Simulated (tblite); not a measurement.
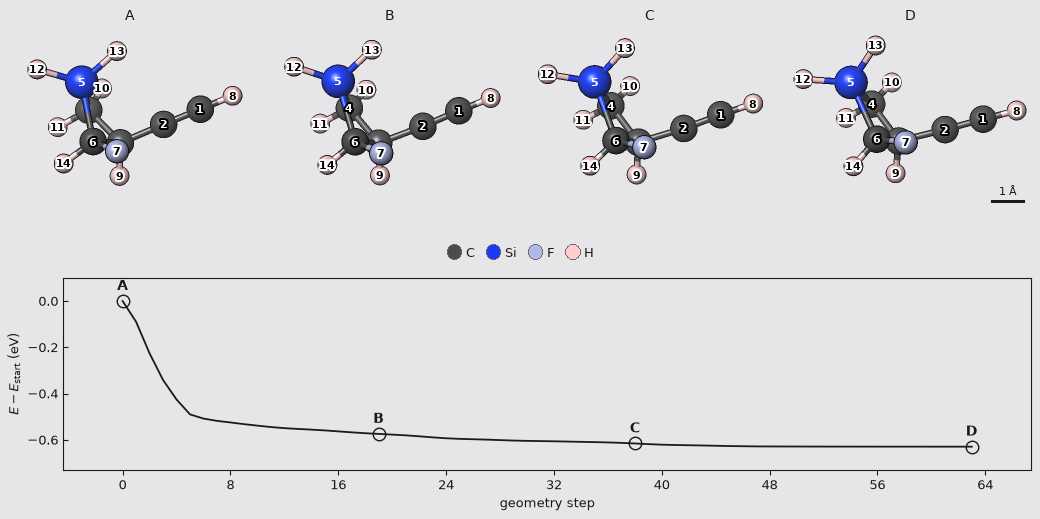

Frames of a relaxation of C5H7FSi, marked on the history of the run. The picture is a ball-and-stick view, seen at a tilt.

Theory: GFN2-xTB geometry optimisation, gas phase (tblite 0.8.0). 

Question: What happens along the run?

Answer: The largest move after the best rigid fit is that of an H atom, 0.71 Å. By element the largest moves are H 0.71 Å, F 0.39 Å, C 0.37 Å, Si 0.33 Å. Some distances before and after: C–Si 1.848 → 1.931 Å, C–Si 1.859 → 1.914 Å, C–C 1.500 → 1.552 Å, C–C 1.522 → 1.552 Å. Among the angles between lasting bonds that change: C–C–C 89.3° → 98.4°, H–C–H 113.9° → 107.6°, C–C–H 115.0° → 108.7°. After 63 geometry steps the energy has fallen by 0.629 eV. From step 0 to 19: H atoms move most (0.24 Å), energy −0.574 eV. From step 19 to 38: an H atom moves most (0.31 Å), energy −0.041 eV. From step 38 to 63: an H atom moves most (0.30 Å), energy −0.014 eV.
